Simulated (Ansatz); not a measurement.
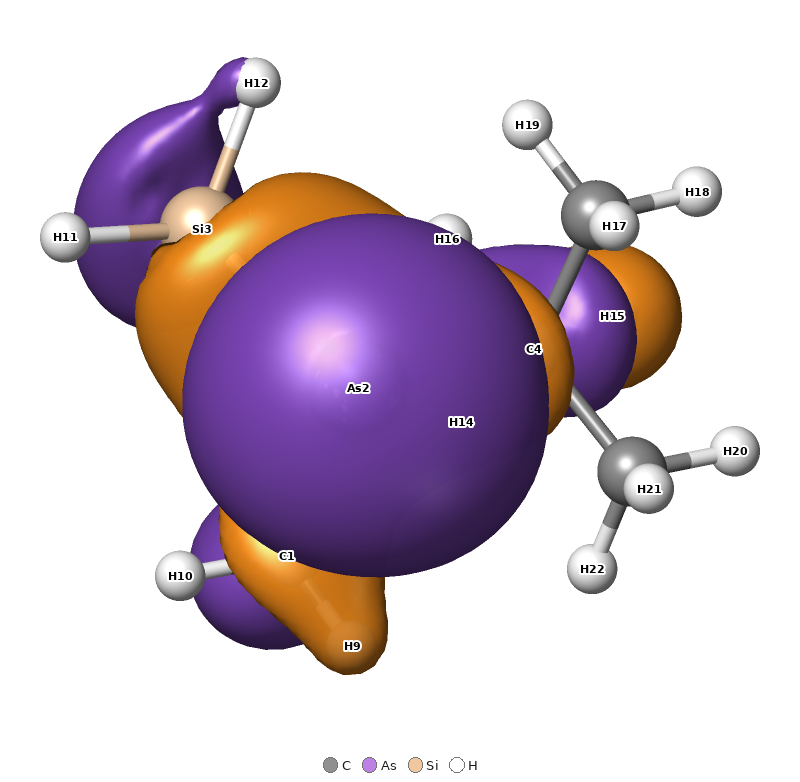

C5H15AsSi (SMILES C[As]([SiH3])C(C)(C)C). The HOMO at ±0.06 Å⁻³ᐟ² (orange and purple are the two phases), seen across its widest extent.

Geometry: PBE0-D4/def2-TZVP.

The calculation used Ansatz 0.2.0, RKS PBE0-D4/def2-TZVPP.

Input

```
crystal:
  periodic: [false, false, false]
  atoms:
    - {symbol: C, position_ang: [1.815374, -0.291432, -1.546984]}
    - {symbol: As, position_ang: [1.400545, -0.027558, 0.365984]}
    - {symbol: Si, position_ang: [0.962842, -2.300812, 0.823265]}
    - {symbol: C, position_ang: [-0.480034, 0.687235, 0.255234]}
    - {symbol: C, position_ang: [-1.442437, -0.213583, -0.498439]}
    - {symbol: C, position_ang: [-0.947610, 0.871730, 1.692415]}
    - {symbol: C, position_ang: [-0.383261, 2.041535, -0.435205]}
    - {symbol: H, position_ang: [1.027278, -0.819474, -2.083968]}
    - {symbol: H, position_ang: [1.984905, 0.681938, -2.008052]}
    - {symbol: H, position_ang: [2.739643, -0.866516, -1.618202]}
    - {symbol: H, position_ang: [2.267894, -2.987982, 1.022512]}
    - {symbol: H, position_ang: [0.166463, -2.439201, 2.073342]}
    - {symbol: H, position_ang: [0.240213, -2.998129, -0.278110]}
    - {symbol: H, position_ang: [-1.105720, -0.417135, -1.517400]}
    - {symbol: H, position_ang: [-2.424435, 0.269940, -0.570632]}
    - {symbol: H, position_ang: [-1.588476, -1.171250, 0.007151]}
    - {symbol: H, position_ang: [-0.273659, 1.524487, 2.253047]}
    - {symbol: H, position_ang: [-1.944299, 1.327428, 1.705780]}
    - {symbol: H, position_ang: [-1.013445, -0.081672, 2.223145]}
    - {symbol: H, position_ang: [-1.364041, 2.531213, -0.432541]}
    - {symbol: H, position_ang: [0.322062, 2.704097, 0.073452]}
    - {symbol: H, position_ang: [-0.069202, 1.945041, -1.477394]}
basis:
  gaussian: {orbitals: def2-TZVPP}
hamiltonian: {xc: pbe0, dispersion: d4}
output: {orbitals: {seedname: orbitals}}
```

Run with:

```sh
ansatz run in.yaml --threads 5 --pin off --events-out ev --progress --plain --max-ram 66560MiB --backend cuda --devices 0, --max-vram 37GiB
```

Describe this orbital and give its energy.

By Hirshfeld shares it lies mainly on As2 (about 65 %), Si3 (about 10 %) and C4 (about 5 %). Its energy is −6.48 eV.
